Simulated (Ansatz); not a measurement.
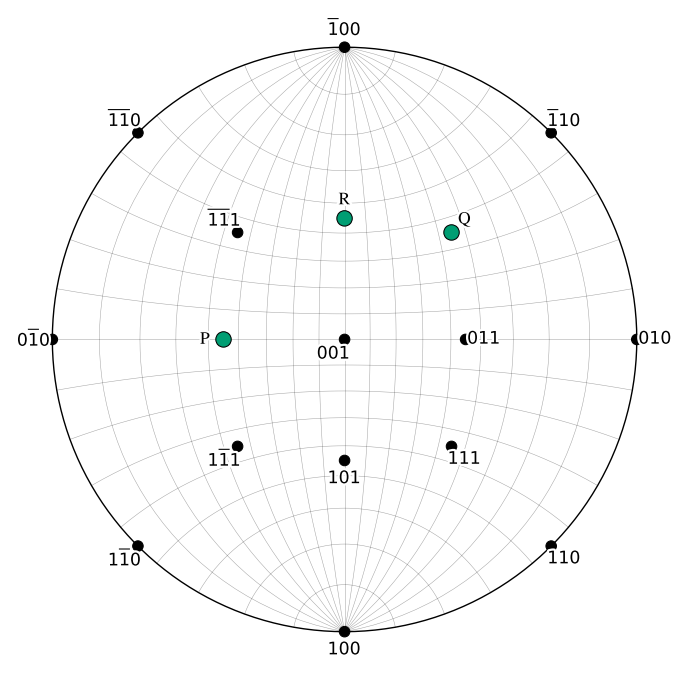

Stereographic projection of plane normals (upper hemisphere) centred on (0 0 1). Crystal: Ni, the input geometry of an electronic-structure calculation (not necessarily at equilibrium). Symmetry computed with spglib at a tolerance of 0.002 Å; standard conventional cell.

a = 3.571 Å, b = 3.571 Å, c = 3.571 Å, α = 90.00°, β = 90.00°, γ = 90.00°.

**Index the poles marked P, Q, R.**

P is (0 −1 1), 45.0° from the centre; Q is (−1 1 1), 54.7° from the centre; R is (−1 0 1), 45.0° from the centre.

**What is the angle between the normals of (1 0 1) and (−1 1 0), and what are their d_hkl = 1/|g|?**

120.0°; d = 2.525 Å and 2.525 Å.
